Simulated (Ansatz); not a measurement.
# ZnHCl (SMILES [Cl][ZnH]) at CCSDT(Q)/ANO-RCC-MB (sfX2C, density fitting with def2-universal-jkfit, def2-SVP-rifit for correlation)

Aim: the energy difference between two shapes of ZnHCl at CCSDT(Q)/ANO-RCC-MB (sfX2C, density fitting with def2-universal-jkfit, def2-SVP-rifit for correlation), from 2 runs. 

Program for the calculation: Ansatz 0.2.0.

2 further runs of the same task are left out: 1 that didn't finish, 1 set aside as unsound or not needed.

## 1. The molecule

ZnHCl has 3 atoms, charge 0, and is taken as a singlet. As SMILES, `[Cl][ZnH]`. Geometry: relaxed at PBE0-D4/def2-TZVP.

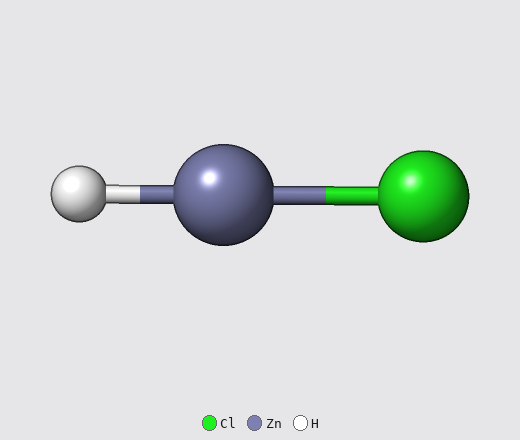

The structure, seen from a chosen angle (chlorine green, zinc blue, hydrogen white).

## 2. The energy at CCSDT(Q)/ANO-RCC-MB (sfX2C, density fitting with def2-universal-jkfit, def2-SVP-rifit for correlation)

input.yaml

```yaml
crystal:
  periodic: [false, false, false]
  atoms:
    - {symbol: Cl, position_ang: [1.621600, -0.593300, 0.815700]}
    - {symbol: Zn, position_ang: [-0.168900, 0.036300, -0.087800]}
    - {symbol: H, position_ang: [-1.463600, 0.492300, -0.741100]}
basis:
  gaussian:
    orbitals: ANO-RCC-MB.json
    fitting: {mean_field: def2-universal-jkfit, correlation: def2-SVP-rifit.json}
correlation: {method: ccsdt_q, frozen_orbitals: {Cl: 5, H: 0, Zn: 5}, diis_vectors: 2}
output: {orbitals: {seedname: orbitals}}
```

The basis set ANO-RCC-MB is read from a file made from the Basis Set Exchange's data (not shown).

On the command line:

```bash
$ ansatz run input.yaml --threads 1 --pin off --max-ram 2610MiB --events-out events.jsonl --progress --plain --runs-dir runs
```

Output, cut to the lines that bear on the results:

```text
Warning: RAYON_NUM_THREADS=1 ignored (pool sized by the plan → 1); use --threads N
Functional definition: HF
  name "HF"
[...]
410 factors; integrals over basis functions are off by at most 1.8e-2 eV
219 factors; integrals over basis functions are off by at most 1.7e2 eV
[...]
mean field -61382.85493957 eV, -2255.7783122359 hartree, gradient 8.4e-7 eV, S^2 0.000000; 0 other end points of the search recorded, 0 dependent functions left out
10 core orbitals not correlated: weight in the atoms' cores, before any rotation towards them, 1.000 or more for the frozen orbitals, at most 0.000 for the correlated occupied ones
reference -61382.85493957 eV, -2255.7783122359 hartree; 14, 14 occupied and 4, 4 virtual orbitals, 219 factors
second order -0.67891017 eV of doubles, -0.00000000 eV of singles
cycle   1  -0.81954317 eV  change   -1.4e-1 eV  update   5.8e-2
[...]
cycle  12  -0.97466036 eV  change    1.3e-6 eV  update   2.3e-6
perturbative correction -0.00132255 eV, -0.0000486029 hartree
Total energy: -61383.83092249 eV, -2255.8141789465 hartree
Relativity: scalar
```

It took 1.9 s on 1 thread of Arm Neoverse N1, shared host.

## 3. The distorted shape

input.yaml

```yaml
crystal:
  periodic: [false, false, false]
  atoms:
    - {symbol: Cl, position_ang: [1.524681, -0.635218, 0.825323]}
    - {symbol: Zn, position_ang: [-0.169320, 0.121491, -0.083116]}
    - {symbol: H, position_ang: [-1.523279, 0.396989, -0.643153]}
basis:
  gaussian:
    orbitals: ANO-RCC-MB.json
    fitting: {mean_field: def2-universal-jkfit, correlation: def2-SVP-rifit.json}
correlation: {method: ccsdt_q, frozen_orbitals: {Cl: 5, H: 0, Zn: 5}, diis_vectors: 2}
output: {orbitals: {seedname: orbitals}}
```

The basis set ANO-RCC-MB is read from a file made from the Basis Set Exchange's data (not shown).

On the command line:

```bash
$ ansatz run input.yaml --threads 1 --pin off --max-ram 2610MiB --events-out events.jsonl --progress --plain --runs-dir runs
```

Output, cut to the lines that bear on the results:

```text
Warning: RAYON_NUM_THREADS=1 ignored (pool sized by the plan → 1); use --threads N
[... 2 set-up lines as earlier in the session ...]
[...]
410 factors; integrals over basis functions are off by at most 1.8e-2 eV
219 factors; integrals over basis functions are off by at most 1.7e2 eV
[...]
mean field -61382.69652370 eV, -2255.7724905600 hartree, gradient 9.2e-7 eV, S^2 0.000000; 0 other end points of the search recorded, 0 dependent functions left out
10 core orbitals not correlated: weight in the atoms' cores, before any rotation towards them, 1.000 or more for the frozen orbitals, at most 0.000 for the correlated occupied ones
reference -61382.69652370 eV, -2255.7724905600 hartree; 14, 14 occupied and 4, 4 virtual orbitals, 219 factors
second order -0.67640158 eV of doubles, -0.00000000 eV of singles
cycle   1  -0.81291347 eV  change   -1.4e-1 eV  update   5.7e-2
[...]
cycle  12  -0.96356158 eV  change    9.3e-7 eV  update   2.2e-6
perturbative correction -0.00115593 eV, -0.0000424798 hartree
Total energy: -61383.66124121 eV, -2255.8079432746 hartree
Relativity: scalar
```

Run time: 1.9 s. Hardware: 1 thread of Arm Neoverse N1, shared host.

## 4. Outcome

Level: CCSDT(Q)/ANO-RCC-MB (sfX2C, density fitting with def2-universal-jkfit, def2-SVP-rifit for correlation), 10 core orbitals frozen.

```
                                                     quantity           value
                                    first shape: total energy  -2255.81418 Eh
             first shape: HOMO energy (Hartree–Fock orbitals)       -12.19 eV
             first shape: LUMO energy (Hartree–Fock orbitals)         1.78 eV
           first shape: HOMO–LUMO gap (Hartree–Fock orbitals)        13.97 eV
    first shape: correlation energy (10 core orbitals frozen)       -35.9 mEh
                                   first shape: T1 diagnostic           0.008
                                distorted shape: total energy  -2255.80794 Eh
         distorted shape: HOMO energy (Hartree–Fock orbitals)       -12.25 eV
         distorted shape: LUMO energy (Hartree–Fock orbitals)         1.64 eV
       distorted shape: HOMO–LUMO gap (Hartree–Fock orbitals)        13.89 eV
distorted shape: correlation energy (10 core orbitals frozen)       -35.5 mEh
                               distorted shape: T1 diagnostic           0.008
                       energy change with the atoms displaced        0.170 eV
```

In words: With the atoms displaced the energy rises by 0.17 eV (3.9 kcal/mol). The first shape isn't relaxed at this level, so the change isn't measured from a minimum. The minimal basis adds a large error of its own.
